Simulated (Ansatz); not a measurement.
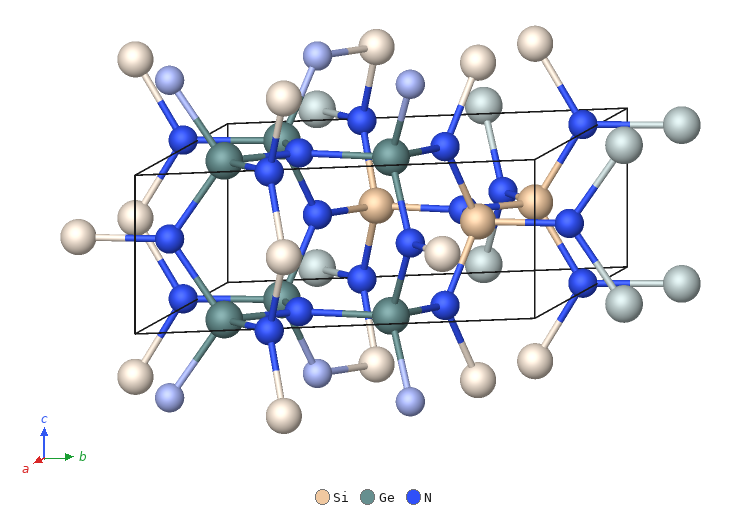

The image is a ball-and-stick drawing of a crystal, viewed slightly off an axis. Atoms at the boundary of the conventional unit cell (the box) are drawn once for each face, edge or corner they touch. The first bonded neighbours in the surrounding cells are also shown, in fainter colours.

Si3Ge3N8, space group P-6 (No. 174), a = 7.821 Å, b = 7.821 Å, c = 2.990 Å, α = 90.00°, β = 90.00°, γ = 120.00°. The structure comes from a structure type filled with these elements by a generator (whether the compound takes this form wasn't checked). Earlier steps of the study may have refined or changed the cell and positions. Ansatz was used for an electronic-structure calculation on it.

This one geometry was computed with Ansatz (DFT, plane waves, PAW) at five levels of theory: PBE0, r2SCAN, PBE with spin-orbit coupling, PBE and HSE06. It was relaxed beforehand with r2SCAN.

Question: Which level gives the highest pressure at this volume, and what does that say about its equilibrium volume?

Answer: Highest: PBE with spin-orbit coupling (6.1 GPa) and PBE (6.1 GPa), which points to the largest equilibrium volume. Lowest, with the smallest volume: PBE0 (-0.8 GPa) and HSE06 (-0.6 GPa). Levels within 0.5 GPa of each other can't be told apart.

Question: How does the band gap change with the level of theory?

Answer: PBE: a gap of 3.27 eV, direct; PBE with spin-orbit coupling: a gap of 3.27 eV, direct; r2SCAN: a gap of 3.79 eV, direct; HSE06: a gap of 4.82 eV, direct; PBE0: a gap of 5.57 eV, direct.

Question: Collect the results in a table.

Answer:
| level | cutoff (eV) | k-mesh of the run's cell | gap (eV) | pressure (GPa) |
| --- | --- | --- | --- | --- |
| PBE0 | 420 | 3×3×6 | 5.57 | -0.8 |
| r2SCAN | 500 | 6×6×8 | 3.79 | 0.0 |
| PBE with spin-orbit coupling | 420 | 6×6×8 | 3.27 | 6.1 |
| PBE | 420 | 6×6×8 | 3.27 | 6.1 |
| HSE06 | 420 | 3×3×6 | 4.82 | -0.6 |

Gaps are taken on the k-mesh or band path of each run.
